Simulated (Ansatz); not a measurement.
# F₃GaH₄OSi: up Jacob's ladder to CCSD(T)

How much do the methods differ for F₃GaH₄OSi? The plan is to run it at one geometry with functionals of several rungs and with coupled cluster. The yardstick is the atomisation energy at the CCSD(T) limit.

Program: Ansatz 0.2.0, Gaussian basis. Level of theory: functionals in def2-TZVPP, the program's frozen cores in correlated methods. These are calculated values, not measurements.

The runs, in order: LDA (SPW92), PBE-D4, revPBE-D4, BLYP-D4, r2SCAN-D4, B97M-V, PBE0-D4, B3LYP-D4, r2SCANh-D4, r2SCAN0-D4, HSE06-D4, BHLYP-D4, CAM-B3LYP-D4, LC-ωPBE, ωB97X-V, ωB97M-V, B2PLYP, PBE-QIDH; CCSD(T)/def2-SVP; CCSD(T)/def2-TZVPP; MP2/def2-QZVPP; extrapolation to the limit; RPA on PBE.

### Step 1. The relaxed structure

An earlier PBE0-D4 in a triple-zeta def2 set relaxation fixed the geometry.

SMILES `[F][Ga-]([F])([F])[OH+][SiH3]`, 10 atoms, charge 0, spin multiplicity 1.

Atoms are counted from 1 here; the program's logs count them from 0.

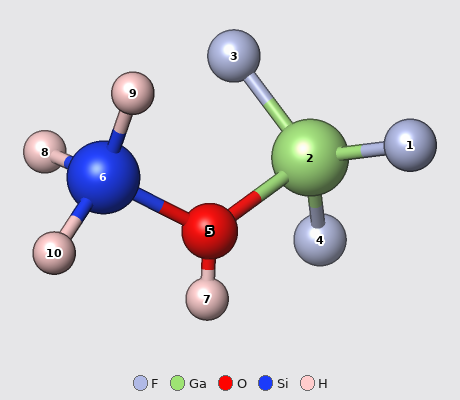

The structure; fluorine light blue, gallium green, oxygen red, silicon blue, hydrogen pink; atoms are numbered from 1 in the order of the file.

### Step 2. LDA

This LDA is Slater exchange with PW92 correlation.

Input file in.yaml:

```yaml
crystal:
  periodic: [false, false, false]
  atoms:
    - {symbol: F, position_ang: [-1.862792, -2.116008, 0.711917]}
    - {symbol: Ga, position_ang: [-0.399143, -1.665593, -0.117582]}
    - {symbol: F, position_ang: [1.052794, -1.501885, 0.860469]}
    - {symbol: F, position_ang: [-0.246401, -2.135451, -1.796365]}
    - {symbol: O, position_ang: [-0.517173, 0.318747, -0.422072]}
    - {symbol: Si, position_ang: [0.533391, 1.409429, 0.379995]}
    - {symbol: H, position_ang: [-0.781023, 0.539019, -1.321555]}
    - {symbol: H, position_ang: [1.921451, 1.179616, -0.063017]}
    - {symbol: H, position_ang: [0.320906, 1.172906, 1.816473]}
    - {symbol: H, position_ang: [0.061092, 2.748021, -0.045262]}
basis:
  gaussian: {orbitals: def2-TZVPP}
hamiltonian: {xc: lda}
output: {orbitals: {seedname: orbitals}}
```

Command:

```
$ ansatz run in.yaml --threads 4 --pin off --events-out ev --progress --plain --max-ram 11315MiB
```

The program printed:

```text
Functional definition: SPW92
  name "SPW92"
  cite "Dirac, Proc. Camb. Phil. Soc. 26, 376 (1930) doi:10.1017/S0305004100016108"
  cite "Slater, Phys. Rev. 81, 385 (1951) doi:10.1103/PhysRev.81.385"
  cite "Perdew & Wang, Phys. Rev. B 45, 13244 (1992) doi:10.1103/PhysRevB.45.13244"
  exchange = slater_x
  correlation = pw_c
1511 factors; their error is unknown
mean field evaluation 1: about -70336.2725 eV, gradient 9.1e1 eV
mean field evaluation 2: about -70289.5439 eV, gradient 2.0e2 eV
mean field evaluation 4: about -70347.3726 eV, gradient 1.1e1 eV
mean field evaluation 8: about -70347.5589 eV, gradient 2.8e-1 eV
mean field evaluation 16: about -70347.5275 eV, gradient 2.2e-4 eV
mean field -70347.52752715 eV, -2585.2239533561 hartree, gradient 8.3e-5 eV, S^2 0.000000; 0 other end points of the search recorded, 0 dependent functions left out
reference -70347.52757182 eV, -2585.2239549974 hartree; 42, 42 occupied and 228, 228 virtual orbitals, 1511 factors
Total energy: -70347.52757182 eV, -2585.2239549974 hartree
```

It took 1.4 s on 4 threads of Arm Neoverse V2, shared host.

Atomisation energy: 943.2 kcal/mol (free atoms -70306.629 eV, run apart). HOMO -8.81 eV, LUMO -2.61 eV.

### Step 3. PBE-D4 (GGA)

Changes to in.yaml since step 2:

```diff
@@ -15,3 +15,3 @@
   gaussian: {orbitals: def2-TZVPP}
-hamiltonian: {xc: lda}
-output: {orbitals: {seedname: orbitals}}
+hamiltonian: {xc: pbe, dispersion: d4}
+output: {forces: true, orbitals: {seedname: orbitals}}
```

Same command.

The program printed, shortened:

```text
Functional definition: PBE
  name "PBE"
  cite "Perdew, Burke & Ernzerhof, Phys. Rev. Lett. 77, 3865 (1996) doi:10.1103/PhysRevLett.77.3865"
  parent pbe
[...]
1511 factors; their error is unknown
[...]
mean field -70506.33338802 eV, -2591.0599611005 hartree, gradient 6.5e-5 eV, S^2 0.000000; 0 other end points of the search recorded, 0 dependent functions left out
[...]
reference -70506.33343616 eV, -2591.0599628695 hartree; 42, 42 occupied and 228, 228 virtual orbitals, 1511 factors
Total energy: -70506.55807463 eV, -2591.0682181812 hartree
Atom 0 at    -1.862792    -2.116008     0.711917 Å, force    -0.508120    -0.148714     0.288298 eV/Å
Atom 1 at    -0.399143    -1.665593    -0.117582 Å, force    -0.007029    -0.060158    -0.006166 eV/Å
Atom 2 at     1.052794    -1.501885     0.860469 Å, force     0.495830     0.051675     0.338970 eV/Å
Atom 3 at    -0.246401    -2.135451    -1.796365 Å, force     0.050610    -0.162599    -0.573845 eV/Å
Atom 4 at    -0.517173     0.318747    -0.422072 Å, force    -0.173806    -0.023649     0.164381 eV/Å
Atom 5 at     0.533391     1.409429     0.379995 Å, force     0.160220     0.137980     0.094179 eV/Å
Atom 6 at    -0.781023     0.539019    -1.321555 Å, force    -0.119443     0.090793    -0.396547 eV/Å
Atom 7 at     1.921451     1.179616    -0.063017 Å, force     0.171311    -0.014688    -0.036064 eV/Å
Atom 8 at     0.320906     1.172906     1.816473 Å, force    -0.020925    -0.023394     0.166424 eV/Å
Atom 9 at     0.061092     2.748021    -0.045262 Å, force    -0.048649     0.152754    -0.039630 eV/Å
Dipole moment:     0.098116     1.048065    -0.188641 e Å
```

Run time: 2.9 s. Hardware: 4 threads of Arm Neoverse V2, shared host.

Atomisation energy: 825.0 kcal/mol (free atoms -70470.784 eV, run apart). HOMO -8.55 eV, LUMO -2.32 eV.

### Step 4. revPBE-D4 (GGA)

Changes to in.yaml since step 3:

```diff
@@ -15,3 +15,3 @@
   gaussian: {orbitals: def2-TZVPP}
-hamiltonian: {xc: pbe, dispersion: d4}
-output: {forces: true, orbitals: {seedname: orbitals}}
+hamiltonian: {xc: {name: revPBE}, dispersion: d4}
+output: {orbitals: {seedname: orbitals}}
```

The command is unchanged.

The program printed:

```text
Functional definition: revPBE
  name "revPBE"
  cite "Zhang & Yang, Phys. Rev. Lett. 80, 890 (1998) doi:10.1103/PhysRevLett.80.890"
  cite "Perdew, Burke & Ernzerhof, Phys. Rev. Lett. 77, 3865 (1996) doi:10.1103/PhysRevLett.77.3865"
  parameter kappa = 1.245
  parameter beta = 0.06672455060314922
  exchange = pbe_x(kappa = kappa, mu = beta*pi^2/3)
  correlation = pbe_c(beta = beta)
1511 factors; their error is unknown
mean field evaluation 1: about -70507.4758 eV, gradient 9.2e1 eV
mean field evaluation 2: about -70461.3665 eV, gradient 2.0e2 eV
mean field evaluation 4: about -70518.9647 eV, gradient 1.2e1 eV
mean field evaluation 8: about -70519.1763 eV, gradient 2.7e-1 eV
mean field evaluation 16: about -70519.1445 eV, gradient 2.0e-4 eV
mean field -70519.14448536 eV, -2591.5307602441 hartree, gradient 4.6e-5 eV, S^2 0.000000; 0 other end points of the search recorded, 0 dependent functions left out
reference -70519.14454549 eV, -2591.5307624539 hartree; 42, 42 occupied and 228, 228 virtual orbitals, 1511 factors
Total energy: -70519.76483450 eV, -2591.5535576546 hartree
```

Run time: 2.5 s. Hardware: 4 threads of Arm Neoverse V2, shared host.

With the free atoms at this level, -70485.062 eV in sum, the atomisation energy is 800.3 kcal/mol. HOMO -8.45 eV, LUMO -2.18 eV.

### Step 5. BLYP-D4 (GGA)

Changes to in.yaml since step 4:

```diff
@@ -15,3 +15,3 @@
   gaussian: {orbitals: def2-TZVPP}
-hamiltonian: {xc: {name: revPBE}, dispersion: d4}
+hamiltonian: {xc: {name: BLYP}, dispersion: d4}
 output: {orbitals: {seedname: orbitals}}
```

Launched as before.

The program printed:

```text
Functional definition: BLYP
  name "BLYP"
  cite "Becke, Phys. Rev. A 38, 3098 (1988) doi:10.1103/PhysRevA.38.3098"
  cite "Lee, Yang & Parr, Phys. Rev. B 37, 785 (1988) doi:10.1103/PhysRevB.37.785"
  parameter beta = 0.0042
  parameter a = 0.04918
  parameter b = 0.132
  parameter c = 0.2533
  parameter d = 0.349
  exchange = b88_x(beta = beta)
  correlation = lyp_c(a = a, b = b, c = c, d = d)
1511 factors; their error is unknown
mean field evaluation 1: about -70515.8626 eV, gradient 9.9e1 eV
mean field evaluation 2: about -70457.2523 eV, gradient 2.2e2 eV
mean field evaluation 4: about -70529.0345 eV, gradient 1.4e1 eV
mean field evaluation 8: about -70529.3381 eV, gradient 3.1e-1 eV
mean field evaluation 16: about -70529.3063 eV, gradient 2.0e-4 eV
mean field -70529.30629166 eV, -2591.9041997377 hartree, gradient 5.4e-5 eV, S^2 0.000000; 0 other end points of the search recorded, 0 dependent functions left out
reference -70529.30667711 eV, -2591.9042139026 hartree; 42, 42 occupied and 228, 228 virtual orbitals, 1511 factors
Total energy: -70529.79155426 eV, -2591.9220328092 hartree
```

It took 2.7 s on 4 threads of Arm Neoverse V2, shared host.

With the free atoms at this level, -70494.427 eV in sum, the atomisation energy is 815.5 kcal/mol. HOMO -8.49 eV, LUMO -2.25 eV.

### Step 6. r2SCAN-D4 (meta-GGA)

Changes to in.yaml since step 5:

```diff
@@ -15,3 +15,3 @@
   gaussian: {orbitals: def2-TZVPP}
-hamiltonian: {xc: {name: BLYP}, dispersion: d4}
-output: {orbitals: {seedname: orbitals}}
+hamiltonian: {xc: r2scan, dispersion: d4}
+output: {forces: true, orbitals: {seedname: orbitals}}
```

The command is unchanged.

The program printed, shortened:

```text
Functional definition: r2SCAN
  name "r2SCAN"
  cite "Furness, Kaplan, Ning, Perdew & Sun, J. Phys. Chem. Lett. 11, 8208 (2020) doi:10.1021/acs.jpclett.0c02405"
  cite "Furness, Kaplan, Ning, Perdew & Sun, J. Phys. Chem. Lett. 11, 9248 (2020) doi:10.1021/acs.jpclett.0c03077"
  parent r2scan
[...]
1511 factors; their error is unknown
[...]
mean field -70523.36722393 eV, -2591.6859430243 hartree, gradient 5.6e-5 eV, S^2 0.000000; 0 other end points of the search recorded, 0 dependent functions left out
[...]
reference -70523.36723806 eV, -2591.6859435435 hartree; 42, 42 occupied and 228, 228 virtual orbitals, 1511 factors
Total energy: -70523.42157060 eV, -2591.6879402277 hartree
Atom 0 at    -1.862792    -2.116008     0.711917 Å, force    -0.006547     0.005227     0.003881 eV/Å
Atom 1 at    -0.399143    -1.665593    -0.117582 Å, force    -0.000312     0.016208    -0.011634 eV/Å
Atom 2 at     1.052794    -1.501885     0.860469 Å, force     0.009311     0.021938     0.007329 eV/Å
Atom 3 at    -0.246401    -2.135451    -1.796365 Å, force    -0.001196     0.003634    -0.005515 eV/Å
Atom 4 at    -0.517173     0.318747    -0.422072 Å, force    -0.012434    -0.041097     0.023175 eV/Å
Atom 5 at     0.533391     1.409429     0.379995 Å, force     0.017674     0.011174     0.010653 eV/Å
Atom 6 at    -0.781023     0.539019    -1.321555 Å, force    -0.012404    -0.003274    -0.033710 eV/Å
Atom 7 at     1.921451     1.179616    -0.063017 Å, force    -0.025277     0.008693     0.021594 eV/Å
Atom 8 at     0.320906     1.172906     1.816473 Å, force     0.013016     0.005744    -0.033619 eV/Å
Atom 9 at     0.061092     2.748021    -0.045262 Å, force     0.018170    -0.028247     0.017845 eV/Å
Dipole moment:     0.098445     1.067131    -0.196201 e Å
```

It took 6 s on 4 threads of Arm Neoverse V2, shared host.

With the free atoms at this level, -70487.617 eV in sum, the atomisation energy is 825.7 kcal/mol. HOMO -9.04 eV, LUMO -1.90 eV.

### Step 7. B97M-V (meta-GGA)

Changes to in.yaml since step 6:

```diff
@@ -15,3 +15,3 @@
   gaussian: {orbitals: def2-TZVPP}
-hamiltonian: {xc: r2scan, dispersion: d4}
-output: {forces: true, orbitals: {seedname: orbitals}}
+hamiltonian: {xc: {name: B97M-V}}
+output: {orbitals: {seedname: orbitals}}
```

Same command.

The program printed, shortened:

```text
Functional definition: B97M-V
  name "B97M-V"
  cite "Mardirossian & Head-Gordon, J. Chem. Phys. 142, 074111 (2015) doi:10.1063/1.4907719"
  cite "Becke, J. Chem. Phys. 107, 8554 (1997) doi:10.1063/1.475007"
  cite "Vydrov & Van Voorhis, J. Chem. Phys. 133, 244103 (2010) doi:10.1063/1.3521275"
  # Of w^i u^j: cxij and so on, Table III.
[...]
  gx(w, u) = cx00 + cx01*u + cx02*u^2 + (cx10 + cx11*u)*w
  gss(w, u) = css00 + css02*u^2 + css10*w + (css32*w^3 + css42*w^4)*u^2
  gos(w, u) = cos00 + cos01*u + cos03*u^3 + cos10*w + cos32*w^3*u^2
[...]
      + integral(e_c_pw_mod_opposite_spin*gos(b97_w_opposite, b97_u_opposite)) + vv10(b, c)
1511 factors; their error is unknown
[...]
mean field -70512.86751183 eV, -2591.3000857215 hartree, gradient 2.1e-5 eV, S^2 0.000000; 0 other end points of the search recorded, 0 dependent functions left out
reference -70512.86758179 eV, -2591.3000882925 hartree; 42, 42 occupied and 228, 228 virtual orbitals, 1511 factors
Total energy: -70512.86758179 eV, -2591.3000882925 hartree
```

It took 11 s on 4 threads of Arm Neoverse V2, shared host.

With the free atoms at this level, -70477.270 eV in sum, the atomisation energy is 820.9 kcal/mol. HOMO -9.17 eV, LUMO -2.18 eV.

### Step 8. PBE0-D4 (hybrid)

Changes to in.yaml since step 7:

```diff
@@ -15,3 +15,3 @@
   gaussian: {orbitals: def2-TZVPP}
-hamiltonian: {xc: {name: B97M-V}}
+hamiltonian: {xc: pbe0, dispersion: d4}
 output: {orbitals: {seedname: orbitals}}
```

Its log isn't repeated here (it stands with the study of this molecule's fields); it ends on a total energy of -70508.443295 eV.

Atomisation energy: 806.1 kcal/mol (free atoms -70473.487 eV, run apart). HOMO -10.34 eV, LUMO -1.41 eV.

### Step 9. B3LYP-D4 (hybrid)

B3LYP here takes the VWN-RPA correlation.

Changes to in.yaml since step 8:

```diff
@@ -15,3 +15,3 @@
   gaussian: {orbitals: def2-TZVPP}
-hamiltonian: {xc: pbe0, dispersion: d4}
-output: {orbitals: {seedname: orbitals}}
+hamiltonian: {xc: {name: B3LYP}, dispersion: d4}
+output: {forces: true, orbitals: {seedname: orbitals}}
```

The command is unchanged.

The program printed, shortened:

```text
Functional definition: B3LYP
  name "B3LYP"
  cite "Stephens, Devlin, Chabalowski & Frisch, J. Phys. Chem. 98, 11623 (1994) doi:10.1021/j100096a001"
  cite "Becke, Phys. Rev. A 38, 3098 (1988) doi:10.1103/PhysRevA.38.3098"
  cite "Lee, Yang & Parr, Phys. Rev. B 37, 785 (1988) doi:10.1103/PhysRevB.37.785"
  cite "Vosko, Wilk & Nusair, Can. J. Phys. 58, 1200 (1980) doi:10.1139/p80-159"
[...]
1549 factors; their error is unknown
[...]
mean field -70530.60828076 eV, -2591.9520469545 hartree, gradient 3.9e-5 eV, S^2 0.000000; 0 other end points of the search recorded, 0 dependent functions left out
[...]
reference -70530.60856456 eV, -2591.9520573842 hartree; 42, 42 occupied and 228, 228 virtual orbitals, 1549 factors
Total energy: -70530.97217803 eV, -2591.9654199326 hartree
Atom 0 at    -1.862792    -2.116008     0.711917 Å, force    -0.230524    -0.071985     0.132908 eV/Å
Atom 1 at    -0.399143    -1.665593    -0.117582 Å, force    -0.016250    -0.014858    -0.006858 eV/Å
Atom 2 at     1.052794    -1.501885     0.860469 Å, force     0.219723    -0.002704     0.148852 eV/Å
Atom 3 at    -0.246401    -2.135451    -1.796365 Å, force     0.027247    -0.082940    -0.257272 eV/Å
Atom 4 at    -0.517173     0.318747    -0.422072 Å, force    -0.045074     0.040950    -0.076319 eV/Å
Atom 5 at     0.533391     1.409429     0.379995 Å, force     0.122875     0.181110     0.117198 eV/Å
Atom 6 at    -0.781023     0.539019    -1.321555 Å, force    -0.035575    -0.003057    -0.022883 eV/Å
Atom 7 at     1.921451     1.179616    -0.063017 Å, force    -0.099389     0.018633     0.036179 eV/Å
Atom 8 at     0.320906     1.172906     1.816473 Å, force     0.020927     0.020828    -0.103732 eV/Å
Atom 9 at     0.061092     2.748021    -0.045262 Å, force     0.036041    -0.085978     0.031928 eV/Å
Dipole moment:     0.106321     1.080678    -0.192806 e Å
```

It took 6.5 s on 4 threads of Arm Neoverse V2, shared host; peak memory 0.92 GiB.

Atomisation energy: 813.8 kcal/mol (free atoms -70495.682 eV, run apart). HOMO -10.12 eV, LUMO -1.70 eV.

### Step 10. r2SCANh-D4 (hybrid)

Changes to in.yaml since step 9:

```diff
@@ -15,3 +15,3 @@
   gaussian: {orbitals: def2-TZVPP}
-hamiltonian: {xc: {name: B3LYP}, dispersion: d4}
-output: {forces: true, orbitals: {seedname: orbitals}}
+hamiltonian: {xc: {name: r2SCANh}, dispersion: d4}
+output: {orbitals: {seedname: orbitals}}
```

Launched as before.

The program printed, shortened:

```text
Functional definition: r2SCANh
  name "r2SCANh"
  cite "Bursch, Neugebauer, Ehlert & Grimme, J. Chem. Phys. 156, 134105 (2022) doi:10.1063/5.0086040"
  cite "Furness, Kaplan, Ning, Perdew & Sun, J. Phys. Chem. Lett. 11, 8208 (2020) doi:10.1021/acs.jpclett.0c02405"
  cite "Furness, Kaplan, Ning, Perdew & Sun, J. Phys. Chem. Lett. 11, 9248 (2020) doi:10.1021/acs.jpclett.0c03077"
  parent r2scan
[...]
1534 factors; their error is unknown
[...]
mean field -70522.45106480 eV, -2591.6522747972 hartree, gradient 2.9e-5 eV, S^2 0.000000; 0 other end points of the search recorded, 0 dependent functions left out
reference -70522.45107766 eV, -2591.6522752699 hartree; 42, 42 occupied and 228, 228 virtual orbitals, 1534 factors
Total energy: -70522.50948109 eV, -2591.6544215563 hartree
```

Wall time 7 s (4 threads of Arm Neoverse V2, shared host); peak memory 0.91 GiB.

With the free atoms at this level, -70487.072 eV in sum, the atomisation energy is 817.2 kcal/mol. HOMO -9.75 eV, LUMO -1.59 eV.

### Step 11. r2SCAN0-D4 (hybrid)

Changes to in.yaml since step 10:

```diff
@@ -15,3 +15,3 @@
   gaussian: {orbitals: def2-TZVPP}
-hamiltonian: {xc: {name: r2SCANh}, dispersion: d4}
+hamiltonian: {xc: {name: r2SCAN0}, dispersion: d4}
 output: {orbitals: {seedname: orbitals}}
```

Same command.

The program printed, shortened:

```text
Functional definition: r2SCAN0
  name "r2SCAN0"
  cite "Bursch, Neugebauer, Ehlert & Grimme, J. Chem. Phys. 156, 134105 (2022) doi:10.1063/5.0086040"
  cite "Furness, Kaplan, Ning, Perdew & Sun, J. Phys. Chem. Lett. 11, 8208 (2020) doi:10.1021/acs.jpclett.0c02405"
  cite "Furness, Kaplan, Ning, Perdew & Sun, J. Phys. Chem. Lett. 11, 9248 (2020) doi:10.1021/acs.jpclett.0c03077"
  parent r2scan
[...]
1559 factors; their error is unknown
[...]
mean field -70521.14002788 eV, -2591.6040950790 hartree, gradient 2.8e-5 eV, S^2 0.000000; 0 other end points of the search recorded, 0 dependent functions left out
reference -70521.14003889 eV, -2591.6040954835 hartree; 42, 42 occupied and 228, 228 virtual orbitals, 1559 factors
Total energy: -70521.20487566 eV, -2591.6064781911 hartree
```

Run time: 7 s. Hardware: 4 threads of Arm Neoverse V2, shared host; peak memory 0.92 GiB.

With the free atoms at this level, -70486.289 eV in sum, the atomisation energy is 805.2 kcal/mol. HOMO -10.61 eV, LUMO -1.15 eV.

### Step 12. HSE06-D4 (hybrid)

HSE06 is the plane-wave form, built on full-range PBE exchange.

Changes to in.yaml since step 11:

```diff
@@ -15,3 +15,3 @@
   gaussian: {orbitals: def2-TZVPP}
-hamiltonian: {xc: {name: r2SCAN0}, dispersion: d4}
+hamiltonian: {xc: hse06, dispersion: d4}
 output: {orbitals: {seedname: orbitals}}
```

The command is unchanged.

The program printed, shortened:

```text
Functional definition: HSE06
  name "HSE06"
  cite "Heyd, Scuseria & Ernzerhof, J. Chem. Phys. 118, 8207 (2003) doi:10.1063/1.1564060"
  cite "Krukau, Vydrov, Izmaylov & Scuseria, J. Chem. Phys. 125, 224106 (2006) doi:10.1063/1.2404663"
  cite "Heyd & Scuseria, J. Chem. Phys. 120, 7274 (2004) doi:10.1063/1.1668634"
  cite "Ernzerhof & Perdew, J. Chem. Phys. 109, 3313 (1998) doi:10.1063/1.476928"
  cite "Perdew, Burke & Ernzerhof, Phys. Rev. Lett. 77, 3865 (1996) doi:10.1103/PhysRevLett.77.3865"
  parent pbe
[...]
  # The whole range is PBE's own exchange, as in plane waves. The composition of these papers is wPBEh.
[...]
1559 factors; their error is unknown
117 factors; integrals over basis functions are off by at most 4.5e-7 eV
[...]
mean field -70507.63904846 eV, -2591.1079432366 hartree, gradient 1.8e-5 eV, S^2 0.000000; 0 other end points of the search recorded, 0 dependent functions left out
reference -70507.63909509 eV, -2591.1079449503 hartree; 42, 42 occupied and 228, 228 virtual orbitals, 1559 factors
Total energy: -70507.81850566 eV, -2591.1145381670 hartree
```

Wall time 4.7 s (4 threads of Arm Neoverse V2, shared host); peak memory 0.94 GiB.

With the free atoms at this level, -70472.844 eV in sum, the atomisation energy is 806.5 kcal/mol. HOMO -9.93 eV, LUMO -1.78 eV.

### Step 13. BHLYP-D4 (hybrid)

Changes to in.yaml since step 12:

```diff
@@ -15,3 +15,3 @@
   gaussian: {orbitals: def2-TZVPP}
-hamiltonian: {xc: hse06, dispersion: d4}
+hamiltonian: {xc: {name: BHLYP}, dispersion: d4}
 output: {orbitals: {seedname: orbitals}}
```

Launched as before.

The program printed:

```text
Functional definition: BHLYP
  name "BHLYP"
  cite "Becke, J. Chem. Phys. 98, 1372 (1993) doi:10.1063/1.464304"
  cite "Becke, Phys. Rev. A 38, 3098 (1988) doi:10.1103/PhysRevA.38.3098"
  cite "Lee, Yang & Parr, Phys. Rev. B 37, 785 (1988) doi:10.1103/PhysRevB.37.785"
  parameter a = 0.5
  exchange = (1 - a)*b88_x + a*exact_x
  correlation = lyp_c
1701 factors; their error is unknown
mean field evaluation 1: about -70516.5270 eV, gradient 7.1e1 eV
mean field evaluation 2: about -70513.2108 eV, gradient 8.9e1 eV
mean field evaluation 4: about -70523.6087 eV, gradient 2.4e0 eV
mean field evaluation 8: about -70523.6150 eV, gradient 1.3e-1 eV
mean field evaluation 16: about -70524.1242 eV, gradient 1.3e-4 eV
mean field -70524.12424487 eV, -2591.7137630306 hartree, gradient 4.7e-5 eV, S^2 0.000000; 0 other end points of the search recorded, 0 dependent functions left out
reference -70524.12443356 eV, -2591.7137699650 hartree; 42, 42 occupied and 228, 228 virtual orbitals, 1701 factors
Total energy: -70524.42166423 eV, -2591.7246929905 hartree
```

Wall time 4.5 s (4 threads of Arm Neoverse V2, shared host); peak memory 0.93 GiB.

With the free atoms at this level, -70490.234 eV in sum, the atomisation energy is 788.4 kcal/mol. HOMO -11.80 eV, LUMO -0.57 eV.

(Part 1 of 2 ends here.)
